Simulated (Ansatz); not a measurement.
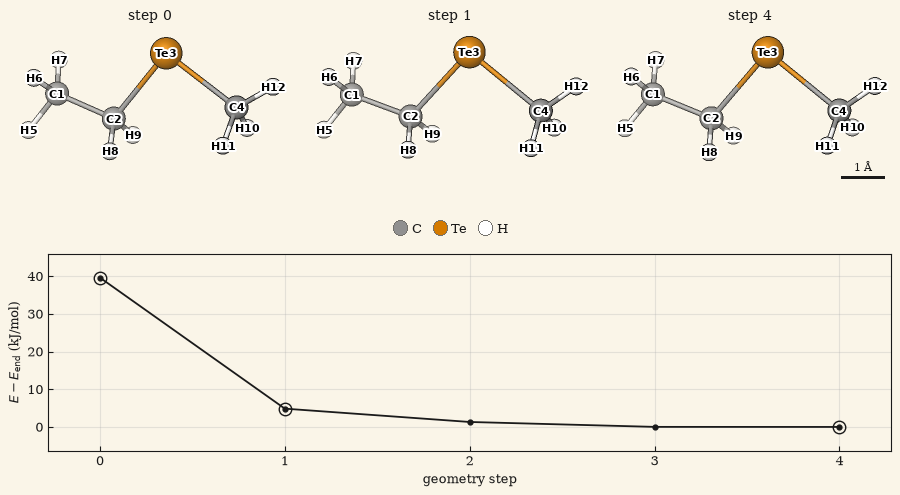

Frames of a relaxation of C3H8Te (coarse preliminary run), marked on the history of the run. Style: ball-and-stick. Shown at a tilt.

The start comes from a force field.

Computed with RKS PBE-D4/def2-SVP (Ansatz).

The input:
```yaml
crystal:
  periodic: [false, false, false]
  atoms:
    - {symbol: C, position_ang: [-0.166000, 2.043600, 0.073000]}
    - {symbol: C, position_ang: [-0.377400, 0.588600, -0.148700]}
    - {symbol: Te, position_ang: [1.284700, -0.453600, 0.648000]}
    - {symbol: C, position_ang: [0.547700, -2.319300, 0.054800]}
    - {symbol: H, position_ang: [-1.091100, 2.613300, -0.378100]}
    - {symbol: H, position_ang: [-0.143000, 2.331000, 1.144500]}
    - {symbol: H, position_ang: [0.730200, 2.450100, -0.446200]}
    - {symbol: H, position_ang: [-1.257500, 0.255900, 0.353300]}
    - {symbol: H, position_ang: [-0.447300, 0.388300, -1.191300]}
    - {symbol: H, position_ang: [0.339800, -2.337000, -1.019100]}
    - {symbol: H, position_ang: [-0.519000, -2.470800, 0.574900]}
    - {symbol: H, position_ang: [1.175800, -3.145300, 0.368900]}
basis:
  gaussian: {orbitals: def2-SVP}
hamiltonian: {xc: pbe, dispersion: d4}
relax: {f_tol: 0.03, max_steps: 200}
```

Command:
```bash
ansatz run in.yaml --threads 4 --pin off --events-out ev --progress --plain --max-ram 10444MiB
```

Question: What happens along the run?

Answer: Over 4 geometry steps the energy falls by 39.6 kJ/mol. The largest force component goes from 3.2 to 0.015 eV/Å. The atom that moves furthest after the best rigid fit is H10 (0.13 Å). By element the largest moves are H 0.13 Å, C 0.11 Å, Te 0.05 Å. Some distances before and after: C4–H11 1.196 → 1.106 Å, Te3–C4 2.092 → 2.176 Å, C2–Te3 2.117 → 2.196 Å, C1–H5 1.176 → 1.111 Å. Among the angles between lasting bonds that change: H10–C4–H11 104.8° → 110.7°, Te3–C4–H12 113.2° → 107.3°, C1–C2–Te3 108.3° → 111.5°. From step 0 to 1: H11 moves most (0.20 Å), energy −34.8 kJ/mol. From step 1 to 4: H11 moves most (0.11 Å), energy −4.86 kJ/mol.
